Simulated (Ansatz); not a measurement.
## BaLiCl3 (built on the sites of a database entry of BaLiF3): a soft mode frozen in

Aim: this structure of BaLiCl3 (built on the sites of a database entry of BaLiF3) is to be tested for unstable modes, and one is followed downhill.

Calculated with Ansatz 0.2.0; DFT PBEsol, scalar-relativistic, plane waves, PAW.

The structure was built from a prototype and need not be the compound's stable phase.

### 1. Starting point

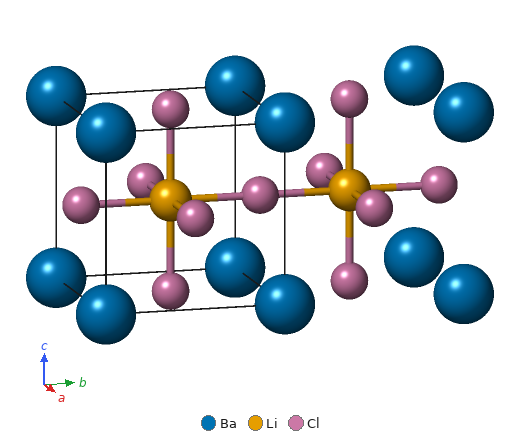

The starting structure, seen slightly off an axis (barium blue, lithium orange, chlorine pink). 1×2×1 cells are drawn. Some periodic images of atoms are drawn too.

As a file:

```cif
data_structure
_symmetry_space_group_name_H-M 'Pm-3m'
_symmetry_Int_Tables_number 221
_cell_length_a 4.7920
_cell_length_b 4.7920
_cell_length_c 4.7920
_cell_angle_alpha 90.000
_cell_angle_beta 90.000
_cell_angle_gamma 90.000
_cell_volume 110.04
loop_
_atom_site_label
_atom_site_type_symbol
_atom_site_symmetry_multiplicity
_atom_site_Wyckoff_symbol
_atom_site_fract_x
_atom_site_fract_y
_atom_site_fract_z
_atom_site_occupancy
Ba1 Ba 1 a 0.00000 0.00000 0.00000 1
Li1 Li 1 b 0.50000 0.50000 0.50000 1
Cl1 Cl 3 c 0.00000 0.50000 0.50000 1
```

### 2. The dispersion

The cell comes from relaxations at this level that are not shown. Stability and thermal properties need the whole zone. Linear response on a 2×2×2 q mesh gives force constants as far as a supercell of that size would, and the tensors from the zone-centre run are typed in so that the long-range dipole term is interpolated apart.

input.yaml

```yaml
crystal:
  lattice:
    - [4.7920317519, 0.0, 0.0]
    - [0.0, 4.7920317519, 0.0]
    - [0.0, 0.0, 4.7920317519]
  atoms:
    - { symbol: Ba, position: [0.0, 0.0, 0.0] }
    - { symbol: Li, position: [0.5, 0.5, 0.5] }
    - { symbol: Cl, position: [0.0, 0.5, 0.5] }
    - { symbol: Cl, position: [0.5, 0.5, 0.0] }
    - { symbol: Cl, position: [0.5, 0.0, 0.5] }
kpoints:
  mp_grid: { grid: [4, 4, 4] }
hamiltonian:
  xc: pbesol
scf:
  occupations: { method: fixed }
output:
  eigenvalues: true
phonons:
  method: dfpt
  qmesh: [2, 2, 2]
  temperatures: { t_max: 1000, t_step: 50 }
  qpath:
    path:
      - [[0.0, 0.0, 0.0], [0.0, 0.5, 0.0], [0.5, 0.5, 0.0], [0.0, 0.0, 0.0], [0.5, 0.5, 0.5], [0.0, 0.5, 0.0]]
      - [[0.5, 0.5, 0.5], [0.5, 0.5, 0.0]]
    npoints: 10
  non_analytic_term:
    high_frequency_dielectric_tensor: [[3.5537, 0.0, 0.0], [0.0, 3.5537, 0.0], [0.0, 0.0, 3.5537]]
    born_effective_charges:
      - { species: Ba, tensor: [[2.9146, 0.0, 0.0], [0.0, 2.9146, 0.0], [0.0, 0.0, 2.9146]] }
      - { species: Li, tensor: [[1.1162, 0.0, 0.0], [0.0, 1.1162, 0.0], [0.0, 0.0, 1.1162]] }
      - { species: Cl, tensor: [[-1.2287, 0.0, 0.0], [0.0, -1.401, 0.0], [0.0, 0.0, -1.401]] }
      - { species: Cl, tensor: [[-1.401, 0.0, 0.0], [0.0, -1.401, 0.0], [0.0, 0.0, -1.2287]] }
      - { species: Cl, tensor: [[-1.401, 0.0, 0.0], [0.0, -1.2287, 0.0], [0.0, 0.0, -1.401]] }
    source: "zone-centre run at this cell"
```

Run with:

```console
$ ansatz run input.yaml --threads 4 --pin off --max-ram 7168MiB --backend cpu --events-out ev --progress --plain --runs-dir out
```

Numbers of over 12 decimals in the logs are rounded to 6 here.

What it wrote:

```text
Engine: ansatz 0.2.0, aarch64-unknown-linux-gnu
Pseudopotentials: kind: paw
Pseudopotential: Ba, paw, valence charge 10, recommended cutoff 420 eV (normal), Ba.paw.azcp
Pseudopotential: Li, paw, valence charge 3, recommended cutoff 420 eV (normal), Li.paw.azcp
Pseudopotential: Cl, paw, valence charge 7, recommended cutoff 420 eV (normal), Cl.paw.azcp
Functional definition: PBEsol
  exchange = pbesol_x
  correlation = pbesol_c
Crystal: 5 atoms, lattice volume = 110.042 Å³
Basis set: ecut = 420 eV, 2109 PW (Γ), exchange–correlation on 72×72×72 points (8 copies of the dense FFT grid, shifted against one another)
Bands: 22, of which v1, the nominal top of the filled ones, is band 17 counted from 1 (16 counted from 0)
Symmetry: 48 space group operations
k-points: 10 of 64
Non-local potential: Ba, projectors of the file, l = 0: 3, l = 1: 2, l = 2: 2, l = 3: 2
Non-local potential: Li, projectors of the file, l = 0: 3, l = 1: 2, l = 2: 1
Non-local potential: Cl, projectors of the file, l = 0: 2, l = 1: 2, l = 2: 2
PAW form: soft (Blöchl's): semilocal exchange-correlation on the pseudo side does not see the compensation charge
PAW frozen core: Ba, regenerated for the run's functional, and the local potential with it (the file was generated under x = pbe(κ = 0.804, μ = 0.219515), c = pbe(β = 0.066725))
PAW frozen core: Cl, regenerated for the run's functional, and the local potential with it (the file was generated under x = pbe(κ = 0.804, μ = 0.219515), c = pbe(β = 0.066725))
PAW one-centre angular grid: Ba, 194 points (default); XC on 64 Gauss nodes
PAW one-centre angular grid: Li, 110 points (default); XC on 64 Gauss nodes
PAW one-centre angular grid: Cl, 110 points (default); XC on 64 Gauss nodes
Initial density: superposition of atomic densities (neutral atoms: chi_scale 0, normalization atom), corrected by the library's trained network
Initial wavefunctions: pseudopotential atomic-orbital guess
Functional: x = pbesol(κ = 0.804, μ = 0.123457), c = pbesol(β = 0.046)
SCF iter   1: F=—  HF=-9259.192795 eV  |F-HF|=—  |Δ(HF+E_count)|=         —  Δρ=4.02e-3  dr2=2.48e-2  ethr=1.77e-3  ⟨swp⟩=5.5  Hψ=1004  notcnv=0  defer=24
preconditioner: auto → Resta (q_TF=auto, 2.243 Å⁻¹)  ε∞=3.7  [insulator: Δε(μ)=4.037 eV  Ē_g=11.907 eV  n_scr=18 (ndim 8)  ℏωp=19.4 eV  f_vac=0.000  ε∞_Penn≈3.7]
SCF iter   2: F=—  HF=-9259.184840 eV  |F-HF|=—  |Δ(HF+E_count)|=   7.96e-3  Δρ=1.95e-3  dr2=6.15e-3  ethr=7.29e-5  ⟨swp⟩=3.2  Hψ=467  notcnv=0  defer=30
SCF iter   3: F=—  HF=-9259.183677 eV  |F-HF|=—  |Δ(HF+E_count)|=   1.16e-3  Δρ=5.39e-4  dr2=2.37e-4  ethr=1.81e-5  ⟨swp⟩=3.0  Hψ=388  notcnv=0  defer=28
SCF iter   4: F=—  HF=-9259.183685 eV  |F-HF|=—  |Δ(HF+E_count)|=   7.86e-6  Δρ=1.83e-4  dr2=7.06e-5  ethr=6.98e-7  ⟨swp⟩=2.0  Hψ=373  notcnv=0  defer=28
SCF iter   5: F=—  HF=-9259.183676 eV  |F-HF|=—  |Δ(HF+E_count)|=   8.48e-6  Δρ=6.94e-5  dr2=1.13e-5  ethr=2.08e-7  ⟨swp⟩=2.4  Hψ=357  notcnv=0  defer=17
SCF iter   6: F=—  HF=-9259.183676 eV  |F-HF|=—  |Δ(HF+E_count)|=   1.41e-7  Δρ=1.87e-5  dr2=9.30e-7  ethr=3.32e-8  ⟨swp⟩=2.0  Hψ=293  notcnv=0  defer=12
SCF iter   7: F=—  HF=-9259.183675 eV  |F-HF|=—  |Δ(HF+E_count)|=   6.14e-7  Δρ=3.52e-6  dr2=3.31e-8  ethr=2.73e-9  ⟨swp⟩=2.2  Hψ=327  notcnv=0  defer=12
SCF iter   8: F=—  HF=-9259.183675 eV  |F-HF|=—  |Δ(HF+E_count)|=   1.06e-8  Δρ=2.93e-7  dr2=2.04e-10  ethr=9.73e-11  ⟨swp⟩=2.1  Hψ=360  notcnv=0  defer=12
SCF iter   9: F=—  HF=-9259.183675 eV  |F-HF|=—  |Δ(HF+E_count)|=    0.00e0  Δρ=8.03e-8  dr2=1.54e-11  ethr=1.00e-12  ⟨swp⟩=2.3  Hψ=321  notcnv=0  defer=12
SCF iter  10: F=-9259.183675 eV  HF=-9259.183675 eV  |F-HF|=0.00e0  |Δ(HF+E_count)|=  3.64e-12  Δρ=6.95e-9  dr2=5.59e-14  ethr=1.00e-12  ⟨swp⟩=12.8  Hψ=1665  notcnv=0
SCF 1 converged in 10 iterations: F = -9259.183675 eV  dr2 = 5.59e-14
  greatest PAW one-centre occupation: 1.000 electrons in one spin orbital (limit 2), on the Li atom at site 1 (counted from 0), in its partial waves of l = 0
NSCF: frozen V_eff on 10 k-points
NSCF: frozen V_eff on 27 k-points
DFPT response loops at q = (0, 0, 0) (fractional): preconditioner auto → none (the input reference at scf.mixing.eps_inf says where Resta's filter doesn't serve); β = 0.50; Broyden in place of MSR1
NSCF: frozen V_eff on 54 k-points
DFPT response loops at q = (0, 0, -0.5) (fractional): preconditioner auto → Resta (q_TF=auto, 2.243 Å⁻¹)  ε∞=3.8 (no band partly filled); β = 1.00, the filter's whole step (`scf.mixing.beta` (0.50) is not read by the response loops at its default; to damp them type it under 1.00, their step now; it binds the ground state too); Broyden in place of MSR1
NSCF: frozen V_eff on 54 k-points
DFPT response loops at q = (0, -0.5, -0.5) (fractional): mixed as the last ones told, above
NSCF: frozen V_eff on 54 k-points
DFPT response loops at q = (-0.5, -0.5, -0.5) (fractional): preconditioner auto → none (the input reference at scf.mixing.eps_inf says where Resta's filter doesn't serve); β = 0.50; Broyden in place of MSR1
SCF converged after 10 iterations
Free energy (F): -9259.183675 eV
Harris-Foulkes:  -9259.183675 eV  (|F-HF|=0.00e0)
Internal energy: -9259.183675 eV  (E = F + TS)
E sigma→0 (E₀):  -9259.183675 eV
Fermi energy:    4.670161 eV
--- Per-component energies (eV) ---
  E_band       = -147.317228
  E_kinetic    = 675.428142
  E_local      = -936.507022  (includes V_loc(G=0)·N_el)
  E_nonlocal   = 111.699807
  E_hartree    = 279.609463
  E_xc         = -497.732230
  E_vxc        = -516.625964  (∫ρ·V_xc dr)
  E_paw        = -7085.405867  (= ΣΔE_a)
  E_vpaw       = -40.531401  (= ΣTr[D̂ρ^β])
  E_aug_tail   = 0.000285  (compensation charges beyond the density's cutoff)
  E_ewald      = -1806.662983
  E_core_change = 0.386729  (= ΣΔE_core)
  E_smearing   = -0.000000  (= −TS)
  E_closure    = 0.000000  (closes the sum)
  Σ components = -9259.183675   (vs F -9259.183675, Δ=0.00e0)
--- Band table (eV; the first three rows and the last of 10) ---
  k-point 0: bands = [... 13 lower, 3.6953, 4.6161, 4.6161, 4.6161, 8.8193, 8.8193, 9.8180, 10.0821, ... 1 higher]
  k-point 1: bands = [... 13 lower, 3.5174, 4.0134, 4.4006, 4.4006, 9.4799, 9.6583, 10.2668, 10.8277, ... 1 higher]
  k-point 2: bands = [... 13 lower, 3.3970, 3.3970, 4.1657, 4.1657, 10.5022, 10.5043, 10.6459, 11.9833, ... 1 higher]
  k-point 9: bands = [... 13 lower, 4.5570, 4.6702, 4.6702, 4.6702, 10.1520, 10.1520, 10.1520, 11.1508, ... 1 higher]
--- Phonons (Γ-DFPT): 4 representative perturbations + reference (Σ response iterations 12) ---
  ASR residual: 2.163e-4 → 0.000e0 eV/Å²; symmetrization residual: 1.279e-6 eV/Å²
  ASR residual per site (eV/Å²): 2.22e-6 2.16e-4 6.53e-5 6.53e-5 6.53e-5
  Γ frequencies (cm⁻¹): 0.00 0.00 0.00 38.65 38.65 38.65 91.04 91.04 91.04 183.35 183.35 183.35 339.68 339.68 339.68
--- Phonons (arbitrary-q DFPT): 4 irreducible q on the 2×2×2 mesh ---
  q = [0.0000, 0.0000, 0.0000] (star 1, of the zone-centre solve; hermiticity 4.61e-7, symmetrization 1.05e-12): -0.00 -0.00 -0.00 38.65 38.65 38.65 91.04 91.04 91.04 183.35 183.35 183.35 339.68 339.68 339.68
  q = [0.0000, 0.0000, -0.5000] (star 3, 9 solved perturbations in 216 linear systems a pass and spin channel, the states on 27 of 64 k-point pairs; hermiticity 4.24e-7, symmetrization 3.78e-13): 29.56 29.56 71.69 71.69 96.50 108.81 109.62 109.62 154.85 176.92 176.92 225.70 340.16 340.16 362.78
  q = [0.0000, -0.5000, -0.5000] (star 3, 9 solved perturbations in 216 linear systems a pass and spin channel, the states on 27 of 64 k-point pairs; hermiticity 7.12e-7, symmetrization 7.89e-14): -73.12 31.63 53.55 53.55 116.14 116.14 119.47 119.47 164.73 177.72 182.86 247.25 340.82 363.13 363.13
  q = [-0.5000, -0.5000, -0.5000] (star 1, 4 solved perturbations in 81 linear systems a pass and spin channel, the states on 27 of 64 k-point pairs; hermiticity 7.04e-7, symmetrization 1.36e-12): -81.95 -81.95 -81.95 43.16 43.16 43.16 167.26 167.26 167.26 175.39 175.39 266.44 368.44 368.44 368.44
  sum rule: each row above includes the acoustic sum rule's correction from the zone centre's row sums; it moved no ω² by more than (2.91 cm⁻¹)²
  mesh force constants: q→R imaginary residual 6.22e-18; ASR residual 2.163e-4 → 0.000e0 eV/Å²; symmetrization residual 5.329e-15 eV/Å²
  interpolated dispersion: 63 rows × 15 modes
  density of states and harmonic sums: on the 14×14×14 q-mesh, interpolated from the force constants of a 2×2×2 supercell (with the dipole–dipole term of supplied tensors)
  largest difference from the sums on the solved wave vectors: F 1.18e-1 eV, S 1.55e-4 and C_V 4.17e-5 eV/K
  zero-point energy: 0.147061 eV/cell   skipped modes (ω ≤ 0): 93, of them read as no rigid motion or as one in doubt: 90 (6.888e-1 modes/cell left out, lowest -81.95 cm⁻¹)   left out of the sums: 4.60e-2 of the cell's modes: C_V's classical limit lies that fraction below 3 k_B per atom; for a crystal, a wire or a layer, F and S can be off by more, and a phonons.interpolated_qmesh denser along its periods is the remedy for the sampling
```

Run time: 42 s. Hardware: 4 threads of Arm Neoverse V2, shared host; peak memory 0.61 GiB; 2.7 min of CPU time.

A gap read on the k-mesh alone can miss the band edges.

Numbers from this step:

* gap on the k-mesh: 4.149 eV
* volume per atom: 22.01 Å³
* sum-rule residual before enforcement: 2.16e-4 eV/Å²
* lowest frequency on the path: -81.95 cm⁻¹
* point group: m-3m
* highest frequency on the path or at a solved wavevector: 381.3 cm⁻¹
* highest optical mode at the zone centre (no LO-TO term): 339.7 cm⁻¹
* lowest optical zone-centre mode: 38.65 cm⁻¹
* lowest mode on the q mesh (acoustic modes at Γ apart): -81.95 cm⁻¹

Frequencies (cm⁻¹) solved at each irreducible wavevector; negative means imaginary. Frequencies by wavevector, by row:

| q in reciprocal lattice units | star | mode 1 | mode 2 | mode 3 | mode 4 | mode 13 | mode 14 | mode 15 |
| --- | --- | --- | --- | --- | --- | --- | --- | --- |
| 0 0 0 | 1 | 0 | 0 | 0 | 38.6 | 339.7 | 339.7 | 339.7 |
| 0 0 -0.5 | 3 | 29.6 | 29.6 | 71.7 | 71.7 | 340.2 | 340.2 | 362.8 |
| 0 -0.5 -0.5 | 3 | -73.1 | 31.6 | 53.5 | 53.5 | 340.8 | 363.1 | 363.1 |
| -0.5 -0.5 -0.5 | 1 | -82 | -82 | -82 | 43.2 | 368.4 | 368.4 | 368.4 |

Interpolated from a 2×2×2 q mesh, with the LO-TO term (at Γ the limit along the path; where Γ stands inside the path, tables give the limit on arrival). Phonon branches along the path, in cm⁻¹:

| point | branch 1 | branch 2 | branch 3 | branch 4 | branch 12 | branch 13 | branch 14 | branch 15 |
| --- | --- | --- | --- | --- | --- | --- | --- | --- |
| Γ | 0 | 0 | 0 | 39 | 203 | 340 | 340 | 381 |
| X | 30 | 30 | 72 | 72 | 226 | 340 | 340 | 363 |
| M | -73 | 32 | 54 | 54 | 247 | 341 | 363 | 363 |
| Γ | 0 | 0 | 0 | 39 | 203 | 340 | 340 | 381 |
| R | -82 | -82 | -82 | 43 | 266 | 368 | 368 | 368 |
| X | 30 | 30 | 72 | 72 | 226 | 340 | 340 | 363 |
| jump to R | -82 | -82 | -82 | 43 | 266 | 368 | 368 | 368 |
| M | -73 | 32 | 54 | 54 | 247 | 341 | 363 | 363 |

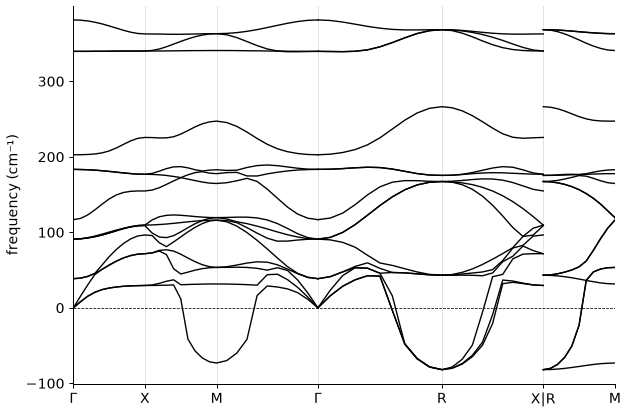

Phonon branches along the path.

Symmetry leaves 4 wavevectors to solve. The lowest mode among them, the acoustic zeros apart, lies at q = (-0.5, -0.5, -0.5) and is imaginary, 82.0i cm⁻¹, so the energy falls along it.

### 3. The mode frozen in, largest atomic shift 0 Å

The mode followed lies at q = (0, -0.5, -0.5) with frequency 73.1i cm⁻¹, one of the unstable modes though not the softest. At small amplitude the distorted cell has space group no. 127 by a symmetry search on the positions. The undistorted cell that holds it gives the zero of energy on the same k mesh.

System of this step: BaLiCl3 (built on the sites of a database entry of BaLiF3). Symmetry: Pm-3m, No. 221, cubic system. Conventional cell: a = 4.792 Å, b = 4.792 Å, c = 4.792 Å, α = 90.00°, β = 90.00°, γ = 90.00°. Ba has 12 Cl at 3.39 Å nearest. Nearest to Li lie 6 Cl at 2.40 Å. Cl has 2 Li at 2.40 Å and 4 Ba at 3.39 Å nearest. Cl has 2 Li at 2.40 Å and 4 Ba at 3.39 Å nearest. Farther neighbours and most contacts between anions are not listed.

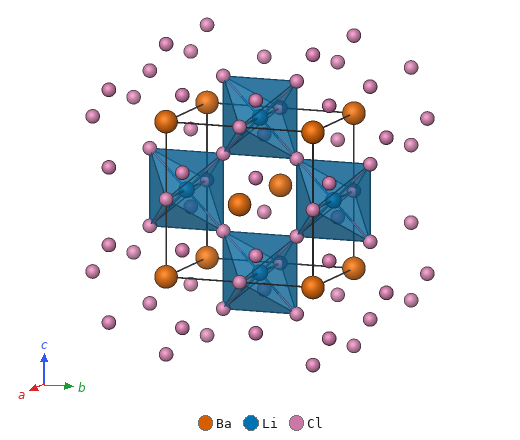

The cell of this step (barium orange, lithium blue, chlorine pink). Some periodic images of atoms are drawn too.

input.yaml

```yaml
crystal:
  lattice:
    - [-4.7920317519, 0.0, 0.0]
    - [0.0, -4.7920317519, -4.7920317519]
    - [0.0, -4.7920317519, 4.7920317519]
  atoms:
    - { symbol: Ba, position: [1.0, 1.0, 0.0] }
    - { symbol: Ba, position: [1.0, 0.5, 0.5] }
    - { symbol: Li, position: [0.5, 0.0, 0.5] }
    - { symbol: Li, position: [0.5, 0.5, 0.0] }
    - { symbol: Cl, position: [0.0, 0.0, 0.5] }
    - { symbol: Cl, position: [0.0, 0.5, 0.0] }
    - { symbol: Cl, position: [0.5, 0.75, 0.75] }
    - { symbol: Cl, position: [0.5, 0.25, 0.25] }
    - { symbol: Cl, position: [0.5, 0.75, 0.25] }
    - { symbol: Cl, position: [0.5, 0.25, 0.75] }
kpoints:
  mp_grid: { grid: [4, 4, 4] }
hamiltonian:
  xc: pbesol
scf:
  occupations: { method: gaussian, width: 0.02 }
output:
  forces: true
  stress: true
  eigenvalues: true
```

What it wrote:

```text
[...]
Crystal: 10 atoms, lattice volume = 220.084 Å³
Basis set: ecut = 420 eV, 4269 PW (Γ), exchange–correlation on 72×96×96 points (8 copies of the dense FFT grid, shifted against one another)
Bands: 44, of which v1, the nominal top of the filled ones, is band 34 counted from 1 (33 counted from 0)
Symmetry: 32 space group operations
[...]
k-points: 18 of 64
[...]
k-point 0: bands = [... 30 lower, 4.6099, 4.6160, 4.6160, 4.6161, 8.8194, 8.8194, 9.8180, 10.0820, ... 5 higher]
  k-point 1: bands = [... 30 lower, 4.2577, 4.4859, 4.5811, 4.6088, 9.1959, 9.1981, 10.2517, 10.3692, ... 5 higher]
  k-point 2: bands = [... 30 lower, 4.1057, 4.1057, 4.5970, 4.5970, 9.8721, 9.8721, 10.2014, 10.2014, ... 5 higher]
  k-point 17: bands = [... 30 lower, 4.5312, 4.5312, 4.6100, 4.6100, 10.9132, 10.9132, 10.9444, 10.9444, ... 5 higher]
[key lines of the parts left out:]
SCF converged after 6 iterations
Free energy (F): -18518.367588 eV
Fermi energy:    6.744733 eV
P = ⅓ Tr σ = 0.0018 GPa (0.018 kbar)
```

Elapsed: 2.7 s, on 4 threads; peak memory 0.65 GiB; 10 s of CPU time.

Numbers from this step:

| Quantity | Value |
| --- | --- |
| pressure | 0.001839 GPa |
| energy from the undistorted cell | 0 meV/atom |

At this level the gap is 4.15 eV on the k-mesh of the self-consistent run, which can miss the band edges.

### 4. The mode frozen in, largest atomic shift 0.45 Å

The atoms are moved along the unstable eigenvector, the largest shift by 0.45 Å, with the cell fixed.

input.yaml: that of step 3 with these lines changed.

```diff
@@ -12,6 +12,6 @@
     - { symbol: Cl, position: [0.0, 0.5, 0.0] }
-    - { symbol: Cl, position: [0.5, 0.75, 0.75] }
-    - { symbol: Cl, position: [0.5, 0.25, 0.25] }
-    - { symbol: Cl, position: [0.5, 0.75, 0.25] }
-    - { symbol: Cl, position: [0.5, 0.25, 0.75] }
+    - { symbol: Cl, position: [0.5, 0.7030470557, 0.7030470557] }
+    - { symbol: Cl, position: [0.5, 0.2969529443, 0.2969529443] }
+    - { symbol: Cl, position: [0.5, 0.7969529443, 0.2030470557] }
+    - { symbol: Cl, position: [0.5, 0.2030470557, 0.7969529443] }
 kpoints:
```

What it wrote:

```text
[...]
Crystal: 10 atoms, lattice volume = 220.084 Å³
Basis set: ecut = 420 eV, 4269 PW (Γ), exchange–correlation on 72×96×96 points (8 copies of the dense FFT grid, shifted against one another)
Bands: 44, of which v1, the nominal top of the filled ones, is band 34 counted from 1 (33 counted from 0)
Symmetry: 16 space group operations
[...]
k-points: 18 of 64
[...]
k-point 0: bands = [... 30 lower, 4.2252, 4.4673, 4.5155, 4.5155, 8.8895, 9.4021, 10.1412, 10.1412, ... 5 higher]
  k-point 1: bands = [... 30 lower, 4.1235, 4.2187, 4.3368, 4.4791, 9.2498, 9.7187, 10.3766, 10.3811, ... 5 higher]
  k-point 2: bands = [... 30 lower, 3.9695, 3.9695, 4.3677, 4.3677, 10.0477, 10.0477, 10.3899, 10.3899, ... 5 higher]
  k-point 17: bands = [... 30 lower, 4.3335, 4.3335, 4.3721, 4.3721, 10.8070, 10.8070, 10.8674, 10.8674, ... 5 higher]
[key lines of the parts left out:]
SCF converged after 6 iterations
Free energy (F): -18518.491016 eV
Fermi energy:    6.702505 eV
P = ⅓ Tr σ = 1.1452 GPa (11.452 kbar)
```

It took 2.6 s on 4 threads; peak memory 0.65 GiB; 9.7 s of CPU time.

Numbers from this step:

```
pressure                         : 1.145 GPa
gap on the k-mesh                : 4.374 eV
energy from the undistorted cell : -12.34 meV/atom
```

The energy, extrapolated to zero smearing, is -12.34 meV/atom against the undistorted cell.

The run ends at a pressure of 1.15 GPa, with forces up to 0.022 eV/Å.

### 5. Energy along the mode, all amplitudes (two of the runs are shown above)

An imaginary frequency means negative curvature, so the energy should fall and then rise again as anharmonic terms take over.

Numbers from this step:

```
depth at the lowest point sampled  : 12.34 meV/atom
largest atomic shift at that point : 0.45 Å
```

Energy from the parent against largest atomic shift:

| largest atomic shift (Å) | energy from the parent (meV/atom) |
| --- | --- |
| 0.000 | 0 |
| 0.040 | -0.222 |
| 0.080 | -0.874 |
| 0.140 | -2.57 |
| 0.220 | -5.76 |
| 0.320 | -9.99 |
| 0.450 | -12.3 |
| 0.600 | -3.05 |

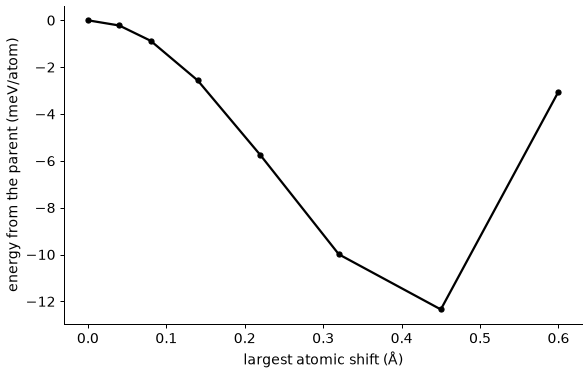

Energy from the parent, plotted against largest atomic shift.

Displacement at unit largest shift by atom:

| atom | x (Å) | y (Å) | z (Å) | size |
| --- | --- | --- | --- | --- |
| Ba1 | 0.00 | 0.00 | 0.00 | 0.00 |
| Ba2 | 0.00 | 0.00 | 0.00 | 0.00 |
| Li3 | 0.00 | 0.00 | 0.00 | 0.00 |
| Li4 | 0.00 | 0.00 | 0.00 | 0.00 |
| Cl5 | 0.00 | 0.00 | 0.00 | 0.00 |
| Cl6 | 0.00 | 0.00 | 0.00 | 0.00 |
| Cl7 | 0.00 | 1.00 | 0.00 | 1.00 |
| Cl8 | 0.00 | -1.00 | 0.00 | 1.00 |
| Cl9 | 0.00 | 0.00 | -1.00 | 1.00 |
| Cl10 | 0.00 | 0.00 | 1.00 | 1.00 |

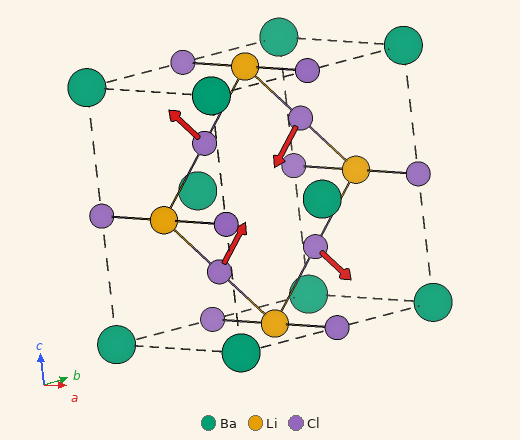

Displacement at unit largest shift as arrows, the longest 1 Å. Some periodic images of atoms are drawn too.

The lowest of the steps tried is at 0.45 Å, 12.3 meV/atom below the parent; the bottom of the well need not coincide with a step.

(Continued in part 2 of 2.)

[Logs are printed without paths, hosts, clocks, repeated set-up lines and the standing remarks that a program may print on its own settings, such as how far it seeks lower states.]

[Hosts, paths, dates, database ids (printed as entryN), source tags and the programs' standing remarks are cut or masked in the printed files.]
